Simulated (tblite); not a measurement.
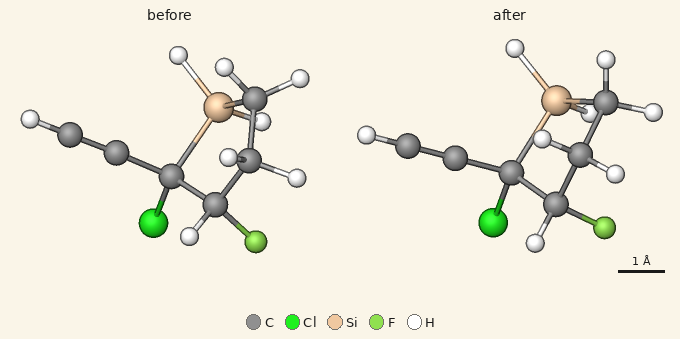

The structure of C6H8ClFSi before (left) and after (right) a relaxation, at one scale.

A ball-and-stick model, seen at a tilt.

The calculation used GFN2-xTB geometry optimisation, gas phase (tblite). 

Summarise the run.

Over 113 geometry steps the energy falls by 13.1 kcal/mol. The atom that moves furthest after the best rigid fit is an H atom (0.93 Å). Largest moves by element: H 0.93 Å, F 0.36 Å, C 0.28 Å, Si 0.15 Å, Cl 0.01 Å. Some distances before and after: C–C 1.475 → 1.536 Å, C–C 1.464 → 1.525 Å, C–Cl 1.748 → 1.806 Å, C–C 1.473 → 1.435 Å. Bond angles that change, for instance: Si–C–H 105.5° → 114.2°, C–C–H 117.5° → 109.2°, C–C–C 114.2° → 106.8°. Groups turn about C–C by about 45°, C–C by about 35°, C–Si by about 30°. Cost: 3.6 s on 1 thread of Intel(R) Xeon(R) Processor @ 2.50GHz, with other jobs on the host.
